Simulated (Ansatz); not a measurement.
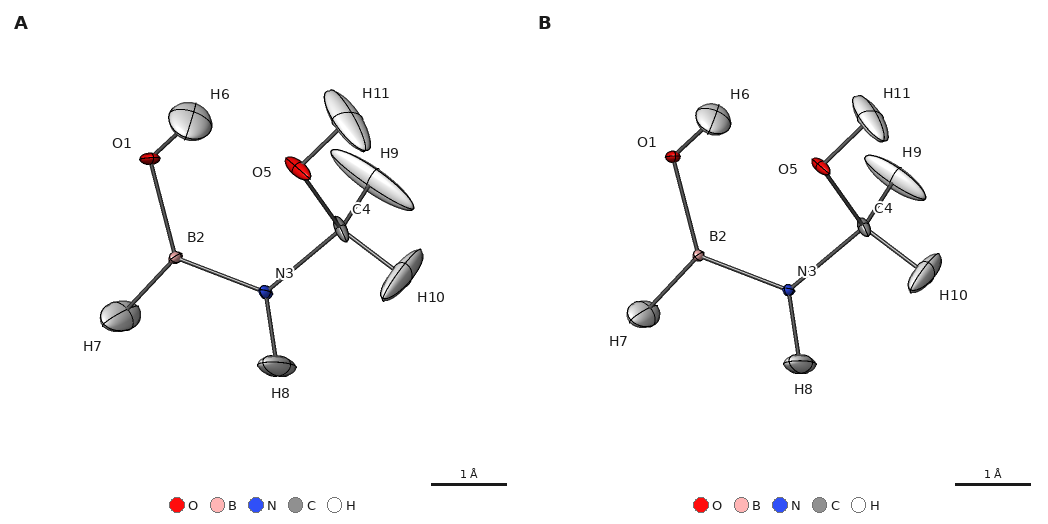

Displacement ellipsoids at the 50 % level, from the internal vibrations of the free molecule (harmonic, no overall translation or rotation; no half-axis is drawn under 0.075 Å). Vibrations computed with RKS PBE0-D4/def2-TZVP (Ansatz 0.2.0). One panel is for 298 K, the other for 600 K.

**Which panel is for 600 K?**

A.

**How much does the mean-square displacement of O5 grow, and why?**

U_eq goes from 0.0080 to 0.0155 Å², a factor of 1.9. Modes below kT (417 cm⁻¹ at 600 K) grow about in proportion to T, and the lowest lies at 89 cm⁻¹; the mean-square amplitude of a mode is its zero-point value times coth(ħω/2kT), which comes close to 1 only above about 3kT.
